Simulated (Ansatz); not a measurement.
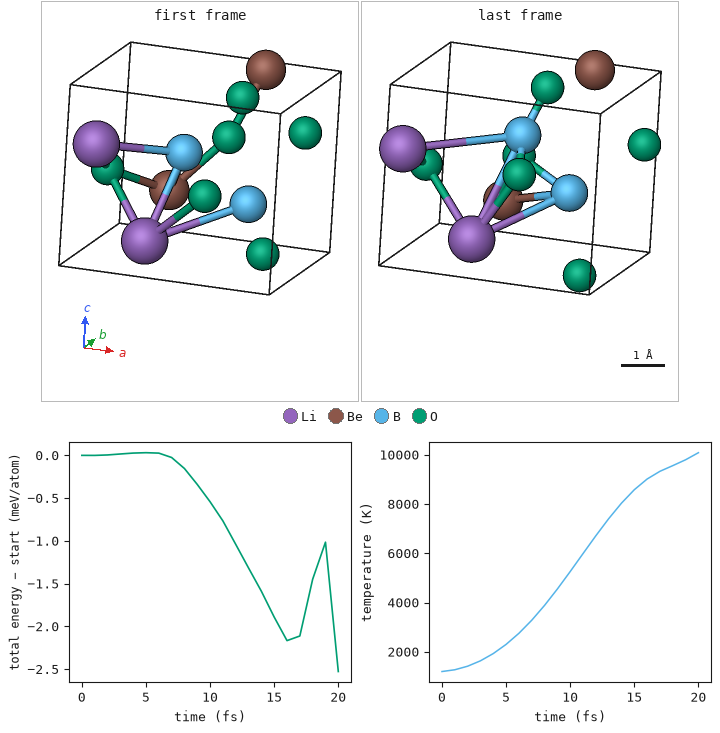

First-principles dynamics of an amorphous cell of composition LiBeBO$_{3}$ (12 atoms in the cell), 20 fs long. A ball-and-stick model of the simulation cell, seen slightly off an axis. Bonds to atoms that aren't drawn are left out.

Computed with Ansatz, DFT, PAW plane waves, PBE. Settings: plane-wave cutoff 420 eV; k-point mesh 3 × 3 × 4; Gaussian smearing 0.1 eV; constant energy (NVE); velocities drawn for 1200 K; time step 1 fs.

**How well is the energy conserved, and can the run be trusted?**

The total energy stays between −2.5 and 0.031 meV per atom of its start. A straight-line fit has a slope that amounts to −2.5 meV per atom over 20 fs (0.4 % of the mean kinetic energy), and the ripple about it is 0.1 % of the kinetic energy's fluctuation. With a drift under 2 % and a ripple under 7 %, the integration is accurate. The mean temperature in the second half is 8161 K (standard deviation 1550 K). It is well above the start because potential energy is released as heat. The potential energy is still drifting at the end, so the run hasn't reached equilibrium. The potential energy in the second half lies on average 826 meV per atom below the first frame.

Limits of the set-up: the periodic images lie only 4.2 Å apart, so the values are limited by the cell's size.

Cost: 64 s on 2 threads of Arm Neoverse V1 (shared host), peak memory 0.39 GiB.
